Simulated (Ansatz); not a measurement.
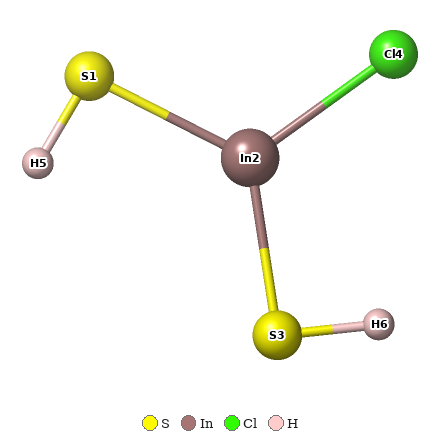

The system is ClH2InS2, SMILES [SH][In]([SH])[Cl]; the picture shows the reference structure. The first coordinate is: dihedral H5–S1–In2–S3; the second: dihedral S1–In2–S3–H6. Nothing is relaxed (all other coordinates rigid). Grid: 9 × 9 points; 41 points were computed and 40 follow by symmetry. Points are written as (first, second). Energies are in kcal/mol, from the lowest grid point. These are results of RKS B3LYP-D4/def2-TZVP in Ansatz 0.2.0, not measurements.

Its coordinates:

```yaml
atoms:
  - { symbol: S, position_ang: [-1.6208, 1.4733, -1.0751] }
  - { symbol: In, position_ang: [-0.2134, -0.2533, -0.2213] }
  - { symbol: S, position_ang: [1.5882, 0.0449, 1.3196] }
  - { symbol: Cl, position_ang: [-0.6450, -2.4327, -0.9669] }
  - { symbol: H, position_ang: [-0.9879, 2.4364, -0.3808] }
  - { symbol: H, position_ang: [1.8789, -1.2685, 1.3246] }
```

Range: dihedral H5–S1–In2–S3 from −180 to 140°; dihedral S1–In2–S3–H6 from −180 to 140°.

**What will the energy surface look like?**

The lowest grid point is at (−180°, −180°). There are further wells near (−20°, −180°) (0.7 kcal/mol above the lowest at that grid point); (−180°, −20°) (0.7 kcal/mol above the lowest at that grid point); (−20°, −20°) (1.4 kcal/mol above the lowest at that grid point). The highest grid point, (−100°, 100°), lies 9.1 kcal/mol above the lowest. On the interpolated surface the easiest way out of the lowest well to the well at about (−180°, 0°) passes a barrier of about 4 kcal/mol. Round the minimum the two coordinates are weakly coupled (coupling −0.13 in units of the two stiffnesses).

```csv
"dihedral S1–In2–S3–H6 ↓, dihedral H5–S1–In2–S3 →",−180,−140,−100,−60,−20,20,60,100,140
140,1.6,3.7,6.1,4.8,2.1,2.4,5.3,5.9,3.1
100,3.8,6.1,9.1,7.8,4.5,4.6,7.9,9.0,5.8
60,3.0,4.8,7.8,7.1,4.0,3.6,6.6,7.9,5.3
20,0.7,2.1,4.6,4.1,1.7,1.4,3.7,4.7,2.5
−20,0.7,2.5,4.7,3.7,1.4,1.7,4.1,4.6,2.1
−60,3.0,5.3,7.9,6.6,3.6,4.0,7.1,7.8,4.8
−100,3.8,5.8,9.0,7.9,4.6,4.5,7.8,9.1,6.1
−140,1.6,3.1,5.9,5.3,2.4,2.1,4.8,6.1,3.7
−180,0.0,1.6,3.9,3.1,0.7,0.7,3.1,3.9,1.6
```

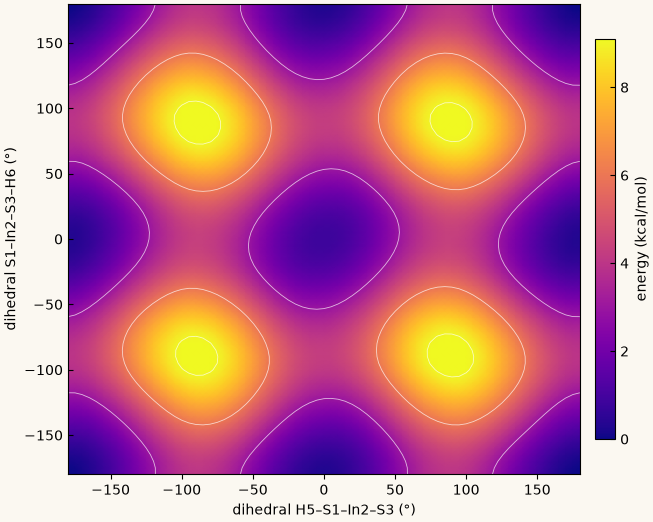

Drawn: a smooth colour map with a few white contour lines. Between grid points the surface is interpolated.

Each point was launched as `ansatz run input.yaml --threads 1 --pin off --max-ram 2560MiB --backend cpu --events-out ev --progress --plain --runs-dir out`. The whole map (41 points run) took 5.9 min on 1 thread of Intel(R) Xeon(R) Platinum 8488C (Sapphire Rapids) (shared host).
